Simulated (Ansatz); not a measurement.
**A ladder of methods for AlH2Br (SMILES [H][Al]([H])[Br])**

The species is AlH2Br (4 atoms), meant as a singlet with charge 0. SMILES: `[H][Al]([H])[Br]`. The shape comes from GFN2-xTB, which is rough for such elements, and wasn't checked as a minimum.

```xyz
4

Al    0.0860    0.1433    0.0012
H     1.6199    0.1412    0.0119
H    -0.6406    1.4941   -0.0212
Br   -1.0652   -1.7787    0.0081
```

Each level gives the energy change with the Al1–H3 bond stretched from 1.534 to 3.068 Å (eV). The values are calculated.

| level | kind | program | value (eV) | less FCI/STO-3G |
| --- | --- | --- | --- | --- |
| HF/STO-3G (restricted) | Hartree–Fock | Ansatz | 7.91 | +3.17 |
| SVWN5/STO-3G (restricted) | LDA | Ansatz | 5.64 | +0.90 |
| r2SCAN/STO-3G (restricted) | meta-GGA | Ansatz | 5.84 | +1.10 |
| CAM-B3LYP/STO-3G (restricted) | range-separated hybrid | Ansatz | 6.49 | +1.75 |
| wB97X/STO-3G (restricted) | range-separated hybrid | Ansatz | 6.75 | +2.01 |
| RPA@PBE/STO-3G (restricted) | RPA | Ansatz | 5.31 | +0.57 |
| MP2/STO-3G (restricted) | perturbation theory | Ansatz | 6.20 | +1.46 |
| CCSDT(Q)/STO-3G (restricted) | coupled cluster or CI | Ansatz | 4.74 | 0.00 |
| FCI/STO-3G | exact in the basis | Ansatz | 4.74 | 0.00 |

FCI/STO-3G is exact within its basis and frozen core, so for wave-function methods in that basis the difference is their error; functionals converge differently with the basis, so for them it is only a difference. Spin-restricted single references rise too steeply as a bond breaks, Hartree–Fock most of all. Perturbation and coupled-cluster corrections on them can overshoot downwards. All-electron rows without a relativistic Hamiltonian named are non-relativistic. The first shape isn't each level's own minimum. The values span 4.74 to 7.91 eV. All rows use very small basis sets, so even the best lies far from the true value. In the correlated wave-function rows the outer d shell of Br is correlated, in sets not made for it.

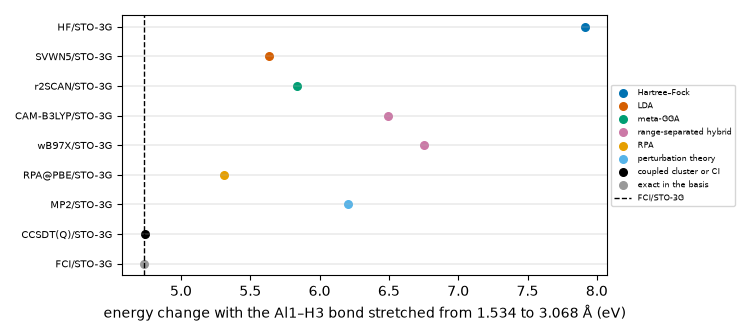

The values of the table, level by level.
